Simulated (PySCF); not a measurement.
AgClH, charge +1, SMILES `[Ag+].Cl`.

PySCF calculation, PBE/def2-SVP, gas phase; geometry: GFN2-xTB. Core potentials replace the inner electrons of Ag; spin–orbit coupling isn't included. The pair's geometry is semi-empirical, so its contact may be too short or too long. GFN2-xTB bond lengths at metals and heavier atoms can be off by up to 0.1 Å and shapes distorted, which carries into these values. Without diffuse functions Rydberg states are missing, so the states' numbers hold for this basis only.

Coordinates in Å:

```
Ag1      0.6743    0.0059    0.0000
Cl2     -1.7240   -0.0760    0.0000
H3      -2.3847    1.0129    0.0000
```

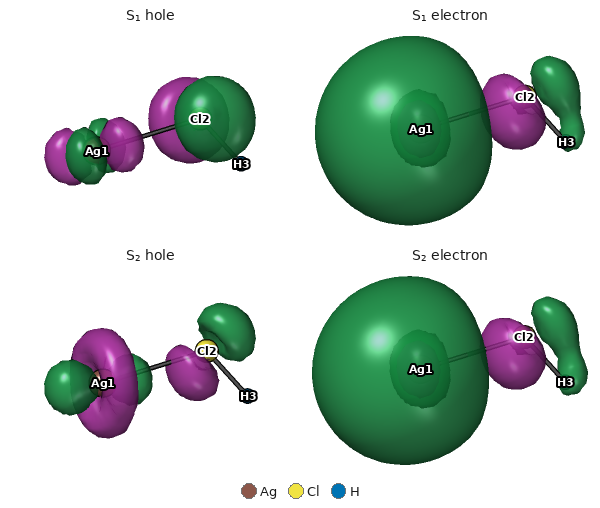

Leading natural transition orbitals (TDA singlet states).

Question: Give the energy and character of each state.

Answer: By state:
- S₁: 4.27 eV (290 nm), f = 0.006, mixed metal–ligand; the leading pair carries 100 %; hole on Cl2 (63 %) and Ag1 (34 %), electron on Ag1 (89 %) and Cl2 (10 %); their centroids lie 1.8 Å apart.
- S₂: 4.49 eV (276 nm), f = 0.028, metal-centred; the leading pair carries 100 %; hole on Ag1 (75 %) and Cl2 (24 %), electron on Ag1 (89 %) and Cl2 (9 %); their centroids lie 0.9 Å apart.
